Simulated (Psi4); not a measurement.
**MP2/cc-pVDZ run of BNH6O (SMILES [NH3+][BH2-]O)**

Aim: the energy change on altering one bond length of BNH6O at MP2/cc-pVDZ, from 2 runs. 

The results are computed with Psi4 1.11.

3 further runs of the same task are left out: 3 that didn't finish.

### 1 The system as given

BNH6O has 9 atoms, charge 0, and is taken as a singlet. As SMILES, `[NH3+][BH2-]O`. The coordinates come from a GFN2-xTB relaxation. This is one conformer, not always the lowest.

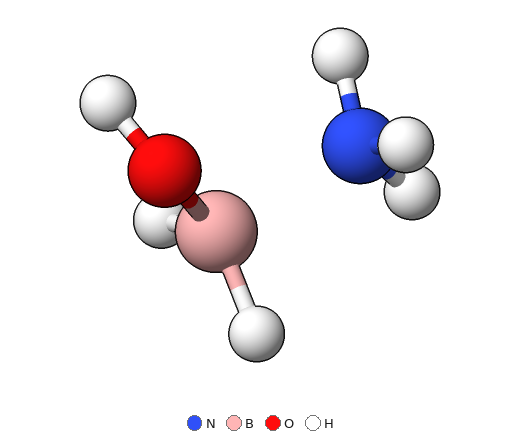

The structure, seen from a chosen angle (nitrogen blue, boron pink, oxygen red, hydrogen white).

### 2 The energy at MP2/cc-pVDZ

Contents of run.py:

```python
import numpy as np
from ase.calculators.psi4 import Psi4
from ase import Atoms

atoms = Atoms(['N', 'B', 'O', 'H', 'H', 'H', 'H', 'H', 'H'], positions=[
    [-0.594820, 0.588420, -0.642590],
    [0.419800, -0.664420, 0.134950],
    [1.082380, 0.030930, 1.163530],
    [-0.993350, 0.223030, -1.497480],
    [0.043730, 1.349630, -0.837240],
    [-1.321570, 0.896120, -0.008140],
    [1.148200, -0.953250, -0.755160],
    [-0.393550, -1.480850, 0.449290],
    [0.609180, 0.010380, 1.992840],
])
calc = Psi4(atoms=atoms, method='mp2', basis='cc-pVDZ', memory='1600MB', num_threads=1, charge=0, multiplicity=1, label='psi4-calc')
calc.psi4.set_options({'puream': True, 'e_convergence': 1e-09, 'd_convergence': 1e-08, 'scf_type': 'pk', 'num_frozen_docc': 3, 'mp2_type': 'conv'})
atoms.calc = calc

print(f'energy: {atoms.get_potential_energy():.6f} eV')
```

Run with:

```console
$ python run.py
```

psi4-calc.dat, shortened:

```text
[...]
  Running in c1 symmetry.
[...]
  Nuclear repulsion =   77.651244893891501
[...]
  Multiplicity = 1
[...]
  Nalpha       = 13
  Nbeta        = 13
[...]
    Number of basis functions: 72
[...]
   @RHF iter   1:  -157.40389549060183   -7.80899e-01   7.12201e-03 DIIS/ADIIS
[...]
   @RHF iter  11:  -157.53677489734451   -8.75389e-12   7.62872e-09 DIIS
[...]
    Orbital Energies [Eh]
    ---------------------
    Doubly Occupied:
       1A    -20.502476     2A    -15.623489     3A     -7.569721
       4A     -1.297644     5A     -1.219607     6A     -0.720616
       7A     -0.710942     8A     -0.703341     9A     -0.609198
      10A     -0.534634    11A     -0.504976    12A     -0.418667
      13A     -0.402174
[...]
  @RHF Final Energy:  -157.53677489734451
   => Energetics <=
    Nuclear Repulsion Energy =             77.6512448938915014
    One-Electron Energy =                -368.7410689298321245
    Two-Electron Energy =                 133.5530491385961227
    Total Energy =                       -157.5367748973445146
[...]
 Multipole Moments:
 ------------------------------------------------------------------------------------
     Multipole            Electronic (a.u.)      Nuclear  (a.u.)        Total (a.u.)
 ------------------------------------------------------------------------------------
 L = 1.  Multiply by 2.5417464519 to convert [e a0] to [Debye]
 Dipole X            :          1.0074892           -2.5043616           -1.4968723
 Dipole Y            :          0.6481589            0.5288151            1.1769740
 Dipole Z            :          1.2618329           -1.7726383           -0.5108054
 Magnitude           :                                                    1.9715011
[...]
	SCS-MP2 Total Energy (a.u.)        :  -158.01132870022874
	SOS-MP2 Total Energy (a.u.)        :  -157.97371125257010
	SCSN-MP2 Total Energy (a.u.)       :  -157.73539502098220
[...]
	SOS-PI-MP2 Total Energy (a.u.)     :  -158.04653397844103
[...]
	MP2 Total Energy (a.u.)            :  -158.01374086967513
[...]
```

The script printed:

```text
energy: -4299.772900 eV
```

Wall time 5.1 s (1 thread of Intel Xeon Platinum 8375C at 2.90GHz (Ice Lake), shared host); peak memory 0.32 GiB.

### 3 The distorted shape

Contents of job.json:

```json
{
 "schema_name": "qcschema_input",
 "schema_version": 1,
 "molecule": {
  "schema_name": "qcschema_molecule",
  "schema_version": 2,
  "symbols": ["N", "B", "O", "H", "H", "H", "H", "H", "H"],
  "geometry": [-1.41159707, 1.46701707, -1.43468007, 0.79330703, -1.25557183, 0.25501854, 2.04540176, 0.05844923, 2.19875304, -2.16470962, 0.77653004, -3.05018804, -0.20491245, 2.90549549, -1.80251526, -2.78495553, 2.0484858, -0.23574333, 2.16978354, -1.80138143, -1.42704558, -0.74370172, -2.79840093, 0.84903505, 1.15118336, 0.01961536, 3.76592181],
  "molecular_charge": 0,
  "molecular_multiplicity": 1,
  "fix_symmetry": "c1"
 },
 "driver": "energy",
 "model": {
  "method": "mp2",
  "basis": "cc-pVDZ"
 },
 "keywords": {
  "reference": "rhf",
  "puream": true,
  "e_convergence": 1e-09,
  "d_convergence": 1e-08,
  "scf_type": "pk",
  "num_frozen_docc": 3,
  "mp2_type": "conv"
 }
}
```

Run with:

```console
$ psi4 --qcschema job.json -n 1 --memory 1600MB
```

stdout, shortened:

```text
[...]
  Running in c1 symmetry.
[...]
  Nuclear repulsion =   74.171820385384052
[...]
  Multiplicity = 1
[...]
  Nalpha       = 13
  Nbeta        = 13
[...]
    Number of basis functions: 72
[...]
   @RHF iter   1:  -157.40826964103826   -1.00427e+00   6.93448e-03 ADIIS/DIIS
[...]
   @RHF iter  11:  -157.53265937217580   -6.19593e-12   6.37702e-09 DIIS
[...]
    Orbital Energies [Eh]
    ---------------------
    Doubly Occupied:
       1A    -20.516962     2A    -15.603251     3A     -7.589151
       4A     -1.306011     5A     -1.193056     6A     -0.713576
       7A     -0.687377     8A     -0.684222     9A     -0.603619
      10A     -0.526202    11A     -0.513576    12A     -0.427530
      13A     -0.412126
[...]
  @RHF Final Energy:  -157.53265937217580
   => Energetics <=
    Nuclear Repulsion Energy =             74.1718203853840521
    One-Electron Energy =                -361.8556433925409692
    Two-Electron Energy =                 130.1511636349810885
    Total Energy =                       -157.5326593721758002
[...]
 Multipole Moments:
 ------------------------------------------------------------------------------------
     Multipole            Electronic (a.u.)      Nuclear  (a.u.)        Total (a.u.)
 ------------------------------------------------------------------------------------
 L = 1.  Multiply by 2.5417464519 to convert [e a0] to [Debye]
 Dipole X            :          1.3171394           -2.6745671           -1.3574277
 Dipole Y            :          0.2842702            0.7389834            1.0232536
 Dipole Z            :          1.5168977           -1.9030736           -0.3861759
 Magnitude           :                                                    1.7432125
[...]
	SCS-MP2 Total Energy (a.u.)        :  -158.00583835321871
	SOS-MP2 Total Energy (a.u.)        :  -157.96866213738267
	SCSN-MP2 Total Energy (a.u.)       :  -157.72894979178997
[...]
	SOS-PI-MP2 Total Energy (a.u.)     :  -158.04132926491712
[...]
	MP2 Total Energy (a.u.)            :  -158.00752365735624
[...]
```

The result, in JSON:

```text
{
 "driver": "energy",
 "model": {
  "method": "mp2",
  "basis": "cc-pVDZ"
 },
 "success": true,
 "return_result": -158.00752365735624,
 "properties": {
  "calcinfo_nbasis": 72,
  "calcinfo_nmo": 72,
  "calcinfo_nalpha": 13,
  "calcinfo_nbeta": 13,
  "calcinfo_natom": 9,
  "nuclear_repulsion_energy": 74.17182038538405,
  "return_energy": -158.00752365735624,
  "scf_one_electron_energy": -361.85564339254097,
  "scf_two_electron_energy": 130.1511636349811,
  "scf_dipole_moment": [-1.357427742797537, 1.0232536301753625, -0.38617588032589323],
  "scf_total_energy": -157.5326593721758,
  "scf_iterations": 11,
  "mp2_same_spin_correlation_energy": -0.11152864750806243,
  "mp2_opposite_spin_correlation_energy": -0.36333563767237825,
  "mp2_singles_energy": 0.0,
  "mp2_doubles_energy": -0.4748642851804407,
  "mp2_correlation_energy": -0.47486428518044477,
  "mp2_total_energy": -158.00752365735624
 }
}
```

Run time: 5.4 s. Hardware: 1 thread of Intel Xeon Platinum 8375C at 2.90GHz (Ice Lake), shared host; peak memory 0.3 GiB.

### 4 What came out

Level: MP2/cc-pVDZ, 3 core orbitals frozen.

| quantity | value |
| --- | --- |
| first shape: total energy | -158.01374 Eh |
| first shape: HOMO energy (Hartree–Fock orbitals) | -10.94 eV |
| first shape: LUMO energy (Hartree–Fock orbitals) | 4.09 eV |
| first shape: HOMO–LUMO gap (Hartree–Fock orbitals) | 15.04 eV |
| first shape: correlation energy (3 core orbitals frozen) | -477.0 mEh |
| distorted shape: total energy | -158.00752 Eh |
| distorted shape: HOMO energy (Hartree–Fock orbitals) | -11.21 eV |
| distorted shape: LUMO energy (Hartree–Fock orbitals) | 4.23 eV |
| distorted shape: HOMO–LUMO gap (Hartree–Fock orbitals) | 15.44 eV |
| distorted shape: correlation energy (3 core orbitals frozen) | -474.9 mEh |
| energy change with the N1–B2 bond stretched from 1.790 to 2.058 Å | 0.169 eV |

With the N1–B2 bond stretched from 1.790 to 2.058 Å the energy rises by 0.17 eV (3.9 kcal/mol). The first shape isn't relaxed at this level, so the change isn't measured from a minimum.
